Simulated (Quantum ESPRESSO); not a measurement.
## MnS: which magnetic order is lowest

Does MnS prefer parallel or opposed moments, or none?

Program: Quantum ESPRESSO 7.5. Level of theory: PBE with U = 5 eV on Mn d (ortho-atomic projectors); plane waves with GBRV 1.5 PBE potentials, no spin-orbit coupling. Results are calculated unless marked as measured.

The database entry behind the starting cell differs from later determinations by our own check (an axis about 0.2 % short against later determinations), so it need not match the best structure at ambient conditions.

### Step 1. The starting structure

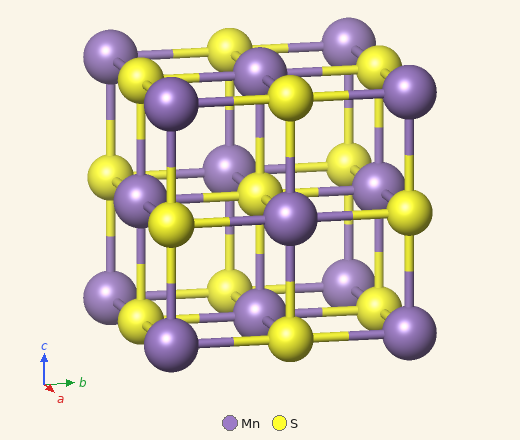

Start, viewed slightly off an axis; manganese light purple, sulfur yellow. This picture shows the conventional cell, with its axes. Some periodic images of atoms are drawn too.

The cell comes from the Crystallography Open Database.

### Step 2. Run 1, typed as ferro +

The signs are those of the starting moments on the seeded atoms, the atoms that are given a moment.

pw.in

```
&CONTROL
  calculation = 'scf'
  prefix = 'pwscf'
  outdir = './tmp'
  pseudo_dir = './pseudo'
  disk_io = 'nowf'
  tprnfor = .true.
  tstress = .true.
/
&SYSTEM
  ibrav = 0
  nat = 2
  ntyp = 2
  ecutwfc = 40
  ecutrho = 280
  nbnd = 19
  occupations = 'smearing'
  smearing = 'fd'
  degauss = 0.00734986
  nspin = 2
  starting_magnetization(1) = 0.3
  starting_magnetization(2) = 0
/
&ELECTRONS
  conv_thr = 4d-09
  electron_maxstep = 150
  mixing_beta = 0.3
/
ATOMIC_SPECIES
Mn     54.9380 mn_pbe_v1.5.uspp.F.UPF
S      32.0600 s_pbe_v1.4.uspp.F.UPF
CELL_PARAMETERS bohr
   0.0000000000    4.9217916916    4.9217916916
   4.9217916916    0.0000000000    4.9217916916
   4.9217916916    4.9217916916    0.0000000000
ATOMIC_POSITIONS crystal
Mn      0.0000000000    0.0000000000    0.0000000000
S       0.5000000000    0.5000000000    0.5000000000
K_POINTS automatic
8 8 8 0 0 0
HUBBARD {ortho-atomic}
U Mn-3d 5.0000
```

On the command line:

```console
$ OMP_NUM_THREADS=1 mpirun -n 2 pw.x -nk 2 -in pw.in > pw.out
```

The log of the run:

```text
Program PWSCF v.7.5 starts

     Message from routine setup:
     using ibrav=0 with symmetry is DISCOURAGED, use correct ibrav instead

     K-points division:     npool     =       2
     Subspace diagonalization in iterative solution of the eigenvalue problem:

     G-vector sticks info
     --------------------
     sticks:   dense  smooth     PW     G-vecs:    dense   smooth      PW
     Sum         931     535    163                18883     8099    1459

     Using Slab Decomposition

     bravais-lattice index     =            0
     lattice parameter (alat)  =       6.9605  a.u.
     unit-cell volume          =     238.4513 (a.u.)^3
     number of atoms/cell      =            2
     number of atomic types    =            2
     number of electrons       =        21.00
     number of Kohn-Sham states=           19
     kinetic-energy cutoff     =      40.0000  Ry
     charge density cutoff     =     280.0000  Ry
     scf convergence threshold =      4.0E-09
     mixing beta               =       0.3000
     number of iterations used =            8  plain     mixing
     Exchange-correlation=  SLA  PW   PBX  PBC
                           (   1   4   3   4   0   0   0)
     Hubbard projectors: ortho-atomic
     Hubbard parameters of DFT+U (Dudarev formulation) in eV:
     U(Mn-3d) =  5.0000

     Internal variables: lda_plus_u =T, lda_plus_u_kind = 0

     Internal variables: orbital_resolved =F, hub_pot_fix =F, apply_U = F

     celldm(1)=   6.960465  celldm(2)=   0.000000  celldm(3)=   0.000000
     celldm(4)=   0.000000  celldm(5)=   0.000000  celldm(6)=   0.000000

     crystal axes: (cart. coord. in units of alat)
               a(1) = (   0.000000   0.707107   0.707107 )
               a(2) = (   0.707107   0.000000   0.707107 )
               a(3) = (   0.707107   0.707107   0.000000 )

     reciprocal axes: (cart. coord. in units 2 pi/alat)
               b(1) = ( -0.707107  0.707107  0.707107 )
               b(2) = (  0.707107 -0.707107  0.707107 )
               b(3) = (  0.707107  0.707107 -0.707107 )

     PseudoPot. # 1 for Mn read from file:
     mn_pbe_v1.5.uspp.F.UPF
     Pseudo is Ultrasoft + core correction, Zval = 15.0
     Generated by new atomic code, or converted to UPF format
     Using radial grid of  859 points,  6 beta functions with:
                l(1) =   0
                l(2) =   0
                l(3) =   1
                l(4) =   1
                l(5) =   2
                l(6) =   2
     Q(r) pseudized with  8 coefficients,  rinner =    0.950   0.950   0.950
                                                       0.950   0.950

     PseudoPot. # 2 for S  read from file:
     s_pbe_v1.4.uspp.F.UPF
     Pseudo is Ultrasoft + core correction, Zval =  6.0
     Generated by new atomic code, or converted to UPF format
     Using radial grid of  907 points,  6 beta functions with:
                l(1) =   0
                l(2) =   0
                l(3) =   1
                l(4) =   1
                l(5) =   2
                l(6) =   2
     Q(r) pseudized with  8 coefficients,  rinner =    1.300   1.300   1.300
                                                       1.300   1.300

     atomic species   valence    mass     pseudopotential
     Mn               15.00    54.93800     Mn( 1.00)
     S                 6.00    32.06000     S ( 1.00)

     Starting magnetic structure
     atomic species   magnetization
     Mn              0.300
     S               0.000

     48 Sym. Ops., with inversion, found

   Cartesian axes

     site n.     atom                  positions (alat units)
         1        Mn     tau(   1) = (   0.0000000   0.0000000   0.0000000  )
         2        S      tau(   2) = (   0.7071068   0.7071068   0.7071068  )

     number of k points=    29  Fermi-Dirac smearing, width (Ry)=  0.0073
                       cart. coord. in units 2pi/alat
        k(    1) = (   0.0000000   0.0000000   0.0000000), wk =   0.0019531
        k(    2) = (   0.0883883   0.0883883  -0.0883883), wk =   0.0156250
        k(    3) = (   0.1767767   0.1767767  -0.1767767), wk =   0.0156250
        k(    4) = (   0.2651650   0.2651650  -0.2651650), wk =   0.0156250
        k(    5) = (  -0.3535534  -0.3535534   0.3535534), wk =   0.0078125
        [... 24 further k-points ...]

     Dense  grid:    18883 G-vectors     FFT dimensions: (  40,  40,  40)

     Smooth grid:     8099 G-vectors     FFT dimensions: (  30,  30,  30)

     Check: negative core charge=   -0.000037
     Generating pointlists ...
     new r_m :   0.2917 (alat units)  2.0302 (a.u.) for type    1
     new r_m :   0.2917 (alat units)  2.0302 (a.u.) for type    2

     Initial potential from superposition of free atoms

     starting charge      20.4999, renormalised to      21.0000

     STARTING HUBBARD OCCUPATIONS:

     =================== HUBBARD OCCUPATIONS ===================
     ------------------------ ATOM    1 ------------------------
     Tr[ns(  1)] (up, down, total) =   5.00000  0.00000  5.00000
     Atomic magnetic moment for atom   1 =   5.00000
     [... lines left out ...]
     Number of occupied Hubbard levels =    5.0000

     Atomic wfc used for Hubbard projectors are orthogonalized

     Starting wfcs are   17 randomized atomic wfcs +    2 random wfcs

     Self-consistent Calculation

     iteration #  1     ecut=    40.00 Ry     beta= 0.30
     Davidson diagonalization with overlap
     ethr =  1.00E-02,  avg # of iterations =  5.9

     =================== HUBBARD OCCUPATIONS ===================
     ------------------------ ATOM    1 ------------------------
     Tr[ns(  1)] (up, down, total) =   4.87950  0.12657  5.00606
     Atomic magnetic moment for atom   1 =   4.75293
     [... lines left out ...]
     Number of occupied Hubbard levels =    5.0061

     total energy              =    -235.23295016 Ry
     estimated scf accuracy    <       0.46861496 Ry

     total magnetization       =     5.00 Bohr mag/cell
     absolute magnetization    =     5.00 Bohr mag/cell

     iteration #  2     ecut=    40.00 Ry     beta= 0.30
     Davidson diagonalization with overlap
     ethr =  2.23E-03,  avg # of iterations =  1.6

     total energy              =    -235.30708564 Ry
     estimated scf accuracy    <       0.02648674 Ry

     total magnetization       =     5.00 Bohr mag/cell
     absolute magnetization    =     5.00 Bohr mag/cell

     iteration #  3     ecut=    40.00 Ry     beta= 0.30
     Davidson diagonalization with overlap
     ethr =  1.26E-04,  avg # of iterations =  4.0

     negative rho (up, down):  0.000E+00 4.537E-04

     total energy              =    -235.31576950 Ry
     estimated scf accuracy    <       0.00900233 Ry

     total magnetization       =     5.00 Bohr mag/cell
     absolute magnetization    =     5.00 Bohr mag/cell

     [... further iterations left out ...]

     iteration #  7     ecut=    40.00 Ry     beta= 0.30
     Davidson diagonalization with overlap
     ethr =  1.95E-07,  avg # of iterations =  2.0

     negative rho (up, down):  0.000E+00 4.953E-04

     total energy              =    -235.31654660 Ry
     estimated scf accuracy    <       0.00000189 Ry

     total magnetization       =     5.00 Bohr mag/cell
     absolute magnetization    =     5.00 Bohr mag/cell

     iteration #  8     ecut=    40.00 Ry     beta= 0.30
     Davidson diagonalization with overlap
     ethr =  9.02E-09,  avg # of iterations =  2.2

     negative rho (up, down):  0.000E+00 4.950E-04

     total energy              =    -235.31654687 Ry
     estimated scf accuracy    <       0.00000079 Ry

     total magnetization       =     5.00 Bohr mag/cell
     absolute magnetization    =     5.00 Bohr mag/cell

     iteration #  9     ecut=    40.00 Ry     beta= 0.30
     Davidson diagonalization with overlap
     ethr =  3.78E-09,  avg # of iterations =  2.0

     negative rho (up, down):  0.000E+00 4.946E-04

     total energy              =    -235.31654713 Ry
     estimated scf accuracy    <       0.00000003 Ry

     total magnetization       =     5.00 Bohr mag/cell
     absolute magnetization    =     5.00 Bohr mag/cell

     iteration # 10     ecut=    40.00 Ry     beta= 0.30
     Davidson diagonalization with overlap
     ethr =  1.57E-10,  avg # of iterations =  3.3

     negative rho (up, down):  0.000E+00 4.944E-04

     Magnetic moment per site  (integrated on atomic sphere of radius R)
     atom   1 (R=0.292)  charge= 13.1327  magn=  4.5334
     atom   2 (R=0.292)  charge=  4.7317  magn=  0.0937

     End of self-consistent calculation

     =================== HUBBARD OCCUPATIONS ===================
     ------------------------ ATOM    1 ------------------------
     Tr[ns(  1)] (up, down, total) =   4.97508  0.23566  5.21074
     Atomic magnetic moment for atom   1 =   4.73942
     [... lines left out ...]
     Number of occupied Hubbard levels =    5.2107

     [... lines left out ...]
     the Fermi energy is    10.6476 ev

!    total energy              =    -235.31654717 Ry
     estimated scf accuracy    <          3.1E-10 Ry
     smearing contrib. (-TS)   =      -0.00001368 Ry
     internal energy E=F+TS    =    -235.31653349 Ry

     The total energy is F=E-TS. E is the sum of the following terms:
     one-electron contribution =    -132.42093677 Ry
     hartree contribution      =      73.82973758 Ry
     xc contribution           =     -35.27673648 Ry
     ewald contribution        =    -141.49328211 Ry
     Hubbard energy            =       0.04468429 Ry

     total magnetization       =     5.00 Bohr mag/cell
     absolute magnetization    =     5.00 Bohr mag/cell

     convergence has been achieved in  10 iterations

     negative rho (up, down):  0.000E+00 4.944E-04

     Forces acting on atoms (cartesian axes, Ry/au):

     atom    1 type  1   force =     0.00000000    0.00000000   -0.00000000
     atom    2 type  2   force =    -0.00000000   -0.00000000    0.00000000

     Total force =     0.000000     Total SCF correction =     0.000000

     Computing stress (Cartesian axis) and pressure

     negative rho (up, down):  0.000E+00 4.944E-04
          total   stress  (Ry/bohr**3)                   (kbar)     P=       58.54
   0.00039797   0.00000000  -0.00000000           58.54        0.00       -0.00
   0.00000000   0.00039797   0.00000000            0.00       58.54        0.00
  -0.00000000   0.00000000   0.00039797           -0.00        0.00       58.54

=------------------------------------------------------------------------------=
   JOB DONE.
=------------------------------------------------------------------------------=
```

Run time: 16 s. Hardware: 2 MPI ranks of Arm Neoverse V1, shared host; peak memory 0.2 GiB; 31 s of CPU time.

Spin moment in the atom's sphere by atom:

| atom | spin moment in the atom's sphere (μB) |
| --- | --- |
| Mn1 | 4.53 |
| S2 | 0.09 |

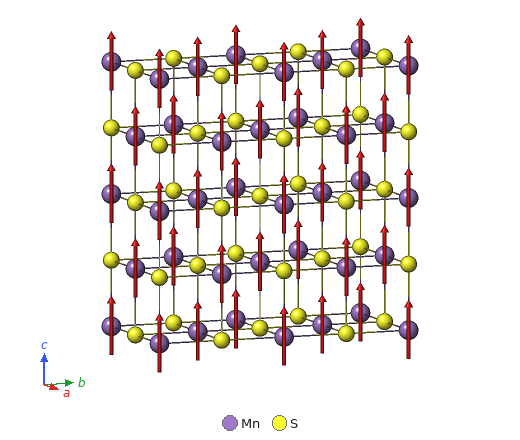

Spin moment in the atom's sphere as arrows, the longest 4.53 μB. Up and down stand for the sign. Arrows give size and sign along the axis of quantisation, drawn up and down the page. 1×2×2 conventional cells are drawn. Some periodic images of atoms are drawn too.

This step gave:

```yaml
smearing_term_ts: 1.86e-4 eV
pressure: 5.854 GPa
magnetization: 5 μB
absolute_magnetization: 5 μB
final_state: ferromagnetic
```

(Part 1 of 2 ends here.)

[Logs and program files are shortened in this print: banners, set-up blocks, solver, clock and traceback lines can be left out without a mark of their own.]

[Logs are printed without paths, hosts, clocks, repeated set-up lines and the standing remarks that a program may print on its own settings, such as how far it seeks lower states.]

[Hosts, paths, dates, database ids (printed as entryN), source tags and the programs' standing remarks are cut or masked in the printed files.]

[Where a cell is said to come from a database of computed structures, the database is the Materials Project.]
